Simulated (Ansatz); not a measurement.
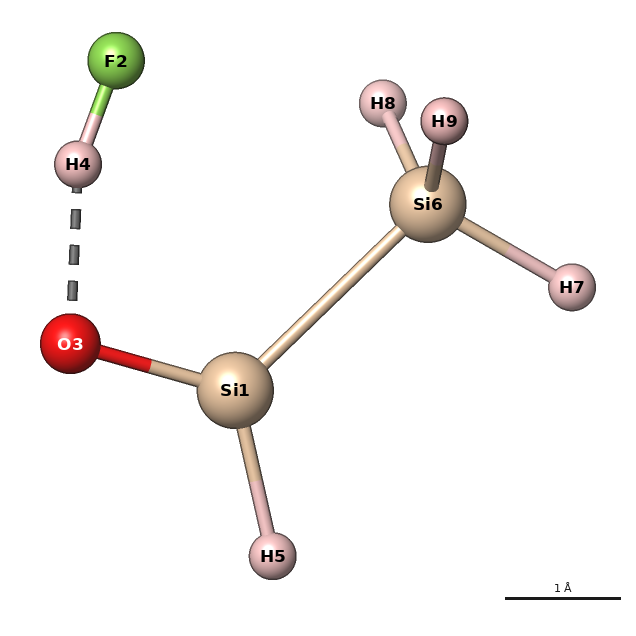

Broken lines mark hydrogen bonds. Computed geometry: PBE0-D4/def2-TZVP optimisation.

Tabulate the hydrogen bonds (donors O, N, F, S, Cl) with their geometry.

| D–H···A | D–H (Å) | H···A (Å) | angle (°) | kind |
| --- | --- | --- | --- | --- |
| F2–H4···O3 | 0.96 | 1.57 | 162 | intermolecular |
